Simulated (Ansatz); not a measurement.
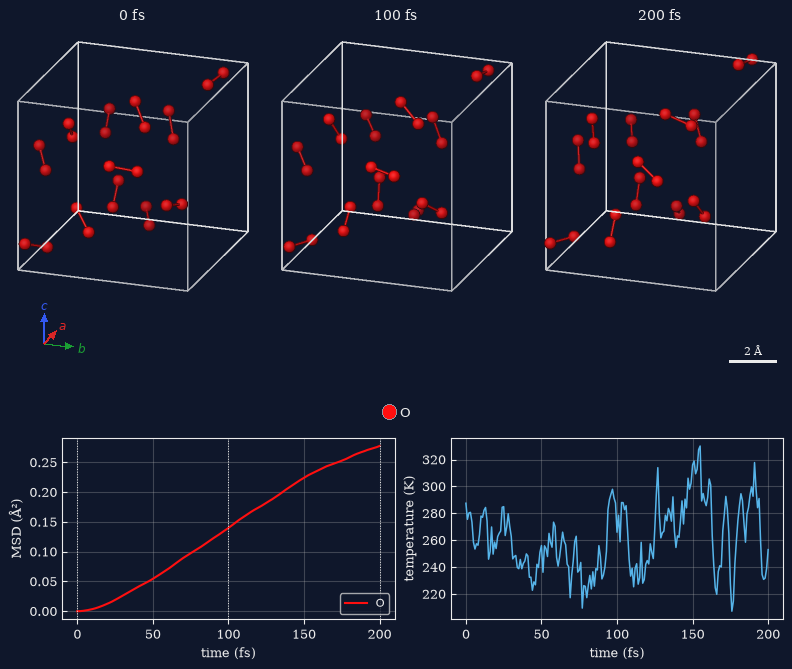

Molecular dynamics of a periodic cell with 12 O2 at 1.413 g/cm³, 200 fs long. Frames and the history of the run. A ball-and-stick model of the simulation cell, seen from a free direction.

Method: Ansatz, DFT PBE-D3(BJ), scalar-relativistic, plane waves, PAW. Run with plane-wave cutoff 420 eV; k-point mesh 1 × 1 × 1; Fermi-Dirac smearing 0.02 eV; spin collinear; low-accuracy preset; Langevin thermostat (NVT); set temperature 300 K; time step 1 fs; friction 0.02 per fs.

Input file:
```yaml
accuracy: low
crystal:
  lattice:
    - [7.6699, 0.0, 0.0]
    - [0.0, 7.6699, 0.0]
    - [0.0, 0.0, 7.6699]
  atoms:
    - { symbol: O, position: [0.93991712, 0.37024266, 0.29868885], spin: 1.0 }
    - { symbol: O, position: [0.89450816, 0.22094277, 0.32786146], spin: 1.0 }
    - { symbol: O, position: [0.46492809, 0.72338077, 0.870251], spin: 1.0 }
    - { symbol: O, position: [0.43613449, 0.76089368, 0.71739283], spin: 1.0 }
    - { symbol: O, position: [0.71500517, 0.04598258, 0.62210485], spin: 1.0 }
    - { symbol: O, position: [0.57457548, 0.11773304, 0.60157525], spin: 1.0 }
    - { symbol: O, position: [0.661074, 0.64113159, 0.2303172], spin: 1.0 }
    - { symbol: O, position: [0.57332354, 0.76228451, 0.28338082], spin: 1.0 }
    - { symbol: O, position: [0.1293956, 0.49353177, 0.97092759], spin: 1.0 }
    - { symbol: O, position: [0.15273296, 0.46102409, 0.8172747], spin: 1.0 }
    - { symbol: O, position: [-0.02470038, 0.76384426, 0.47998519], spin: 1.0 }
    - { symbol: O, position: [0.05099598, 0.75530734, 0.340504], spin: 1.0 }
    - { symbol: O, position: [0.74547327, 0.42648465, 0.7903971], spin: 1.0 }
    - { symbol: O, position: [0.75226601, 0.48085408, 0.64075282], spin: 1.0 }
    - { symbol: O, position: [0.17964393, 0.10904167, 0.08584518], spin: 1.0 }
    - { symbol: O, position: [0.22968235, -0.04063577, 0.06867023], spin: 1.0 }
    - { symbol: O, position: [0.33919117, 0.47178441, 0.46978808], spin: 1.0 }
    - { symbol: O, position: [0.32451564, 0.44312251, 0.31426013], spin: 1.0 }
    - { symbol: O, position: [0.55032742, 0.14958707, 0.19299596], spin: 1.0 }
    - { symbol: O, position: [0.57117754, 0.21410083, 0.04941707], spin: 1.0 }
    - { symbol: O, position: [0.83670053, 0.91365149, -0.01141394], spin: 1.0 }
    - { symbol: O, position: [0.88715993, 0.80374984, -0.11449552], spin: 1.0 }
    - { symbol: O, position: [0.16204056, 0.06822721, 0.68970717], spin: 1.0 }
    - { symbol: O, position: [0.19354094, 0.09444395, 0.53526748], spin: 1.0 }
magnetization:
  spin_polarized: true
basis:
  ecutwfc: 420.0
kpoints:
  mp_grid: { grid: [1, 1, 1] }
hamiltonian:
  xc: pbe
  dispersion: d3bj
scf:
  occupations: { method: fermi_dirac, width: 0.02 }
  lower_state_search: "off"
md:
  timestep: 1
  n_steps: 200
  ensemble: nvt_langevin
  temperature: 300.0
  initial_velocities: maxwell_boltzmann
  seed: 217760
  friction: 0.02
```

Command:
```bash
ansatz run input.yaml --threads 1 --pin off --max-ram 3072MiB --backend cpu --events-out ev --progress --plain --runs-dir out
```

### Describe the run.

In the second half of the run the atoms are, in the root-mean-square, this far from where they began (common drift taken out): O 0.47 Å. The heavy atoms stay within a fraction of a molecule's size of their starting places; so short a run doesn't tell a liquid from a solid. Over the second half the temperature averages 270 K (spread ±28 K). The potential energy in the second half lies on average 20.1 meV per atom above the first frame.

Limits of the set-up: the program's low-accuracy preset was used; the periodic images lie only 7.7 Å apart, so the values are limited by the cell's size.

The run took 16 min on 1 thread of Intel(R) Xeon(R) Platinum 8488C (Sapphire Rapids), with other jobs on the host, peak memory 0.61 GiB.
